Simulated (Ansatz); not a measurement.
# C₂H₆GeS (SMILES C[CH]1[S][GeH2]1): what the fields show

Input file:

```
crystal:
  periodic: [false, false, false]
  atoms:
    - { symbol: C, position_ang: [-0.6573, 0.2463, -1.0916] }
    - { symbol: C, position_ang: [-0.3915, -0.5582, 0.1209] }
    - { symbol: S, position_ang: [0.9758, -1.6289, -0.1309] }
    - { symbol: Ge, position_ang: [1.0199, 0.22, 1.2492] }
    - { symbol: H, position_ang: [-1.243, -0.3365, -1.8667] }
    - { symbol: H, position_ang: [-1.3578, 1.1546, -0.8071] }
    - { symbol: H, position_ang: [0.2441, 0.6969, -1.5691] }
    - { symbol: H, position_ang: [-1.2054, -1.0066, 0.6436] }
    - { symbol: H, position_ang: [0.9138, -0.2056, 2.7831] }
    - { symbol: H, position_ang: [1.7847, 1.367, 0.6716] }
basis:
  gaussian:
    orbitals: cc-pVDZ
hamiltonian:
  xc: pbe0
output:
  orbitals: {}
```

Launched as:

```sh
python energy.py
```

The calculation used Ansatz 0.2.0, SCF PBE0, Gaussian basis.

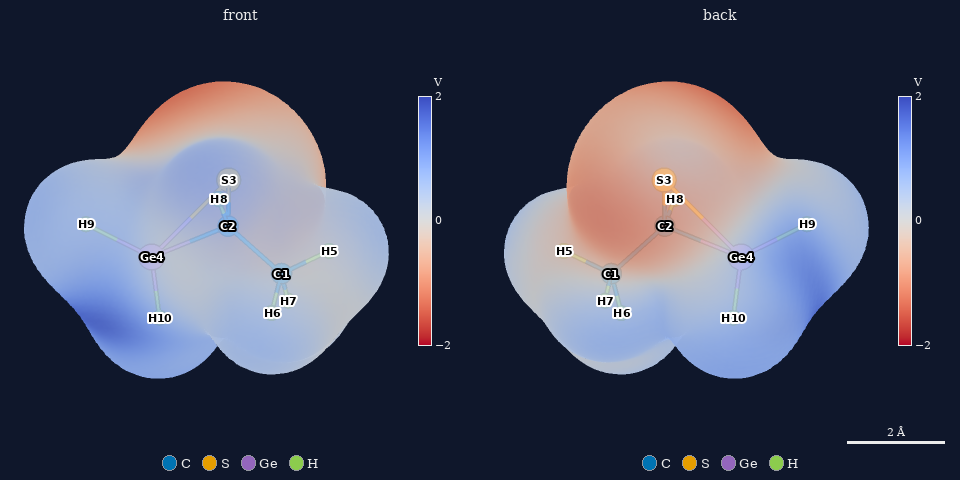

Figure 1. The electrostatic potential painted on the density surface at 0.002 e/bohr³, seen from the front and from behind; red is negative and blue positive.

Where is the surface potential most negative and most positive?

The most negative region (about −1.2 V, or −28 kcal/mol for a unit charge) lies over S3, the most positive (about +1.7 V, or +39 kcal/mol for a unit charge) over Ge4.

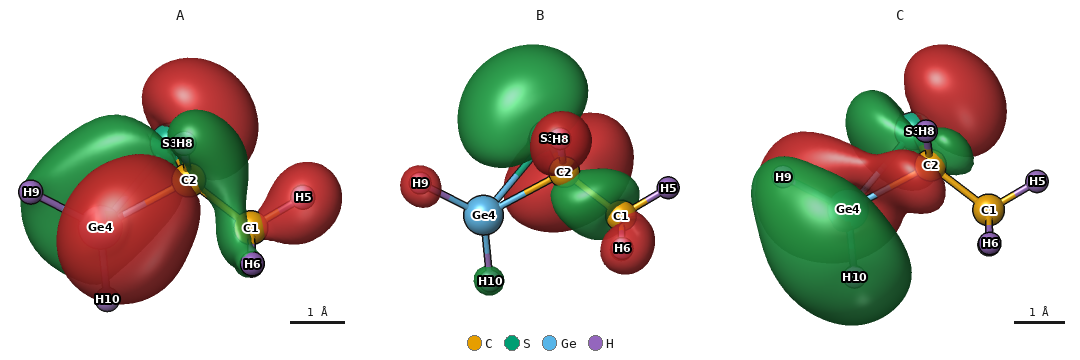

Figure 2. Three frontier orbitals at ±0.08 Å⁻³ᐟ² (green and red are the two phases), in no order.

Which picture is the HOMO−1, the HOMO and the LUMO?

A is the HOMO−1 (−6.80 eV). Its weight (Hirshfeld) is mainly on Ge4 (about 35 %), S3 (about 35 %) and C2 (about 20 %). B is the HOMO (−6.35 eV). By Hirshfeld shares it lies mainly on S3 (about 80 %); largely a lone pair of S3. C is the LUMO (−0.81 eV). By Hirshfeld shares it lies mainly on Ge4 (about 50 %) and S3 (about 30 %).

What is the HOMO–LUMO gap?

5.54 eV between the orbital energies.

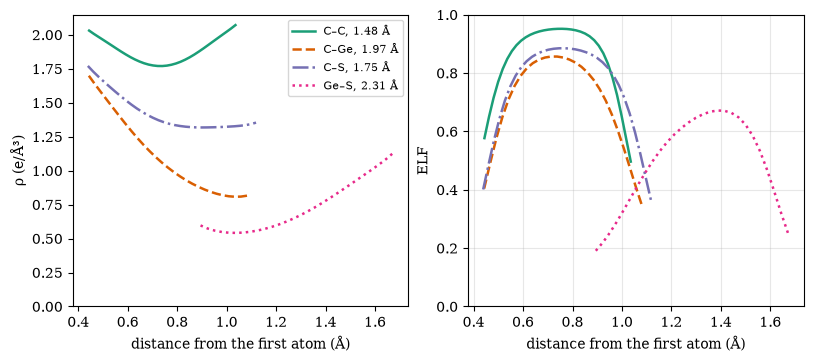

Figure 3. Electron density and electron localisation function along straight lines between neighbouring atoms. The curves leave out the atomic cores.

What can be read from the curves?

C–C (1.48 Å): the density is about 1.8 e/Å³ at the midpoint; the ELF peaks at about 0.95 between the atoms; localised, covalent bonding.
C–Ge (1.97 Å): ρ is about 0.82 e/Å³ halfway; the ELF peaks at about 0.85 in the valence shell of C, 0.7 Å from its nucleus, and is about 0.60 at the midpoint.
C–S (1.75 Å): the density is about 1.3 e/Å³ at the midpoint; the ELF peaks at about 0.90 between the atoms, as expected for a covalent bond.
Ge–S (2.31 Å): ρ at the midpoint is about 0.57 e/Å³; the ELF peaks at about 0.65 in the valence shell of S, 0.9 Å from its nucleus, and is about 0.55 at the midpoint.

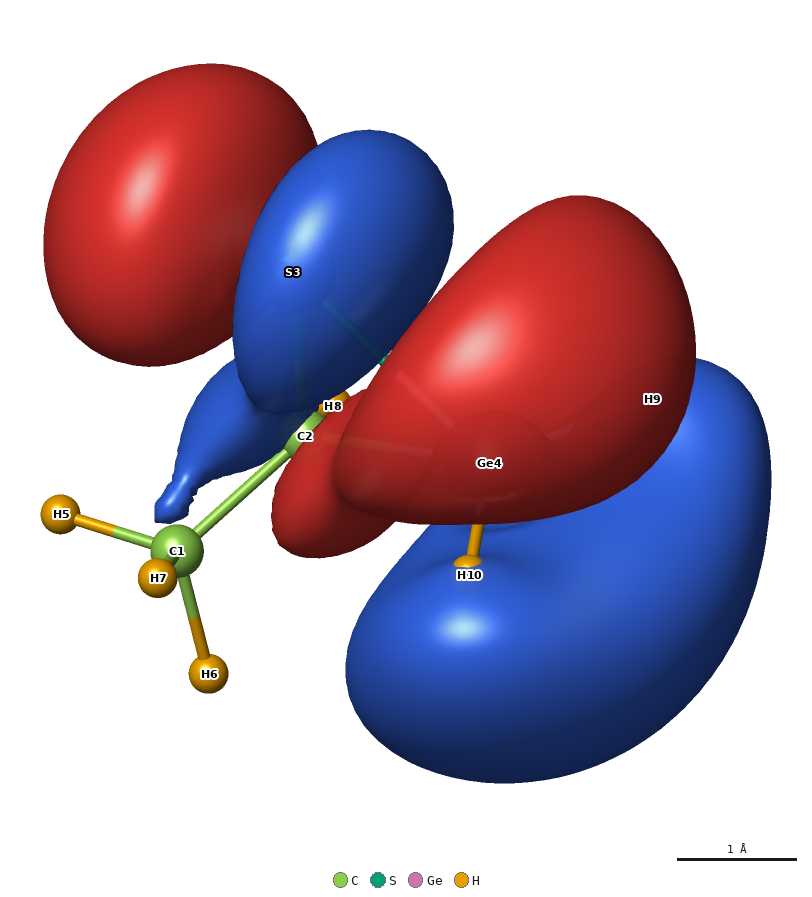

Figure 4. One frontier orbital at ±0.06 Å⁻³ᐟ² (blue and red are the two phases), seen at an oblique angle.

Which orbital is it: HOMO or LUMO?

The LUMO, at −0.81 eV. Its weight (Hirshfeld) is mainly on Ge4 (about 50 %) and S3 (about 30 %).
